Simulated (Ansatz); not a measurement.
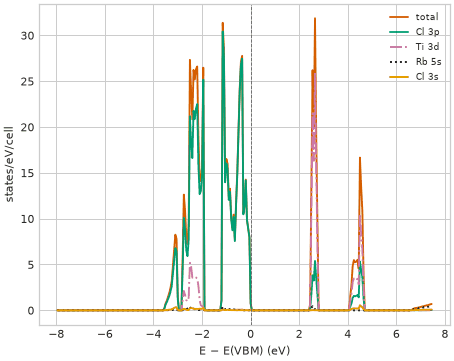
*Total and projected density of states of Rb$_{2}$TiCl$_{6}$ in space group Fm-3m (No. 225; Rb on 8c, Ti on 4a, Cl on 24e), plane-wave PAW r²SCAN (Ansatz code)*

### Question
Which orbitals carry the states next to the gap?

### Answer
Top 1 eV of the valence band: Cl 3p 98 %. Bottom 1 eV of the conduction band: Ti 3d 81 %, Cl 3p 16 %. Projections are on Löwdin-orthogonalised atomic valence shells; empty p or d shells of many metals are not among them.

### Question
Where is the tallest occupied peak in this window, and what makes it?

### Answer
Near -1.1 eV, about 31 states/eV per cell; the largest projected share is Cl 3p.

The first step of the workflow began from a Materials Project structure, measured or hypothetical; the Crystallography Open Database files this formula in space group No. 225, but the cells were not matched. Its standing as an ambient phase is unchecked. Symmetry was held in the r²SCAN relaxation; whether a distortion lowers the energy is not shown. No spin polarisation was allowed. Spin–orbit coupling is left out wherever it is not named.

Potentials: the later of the program's two PAW sets.
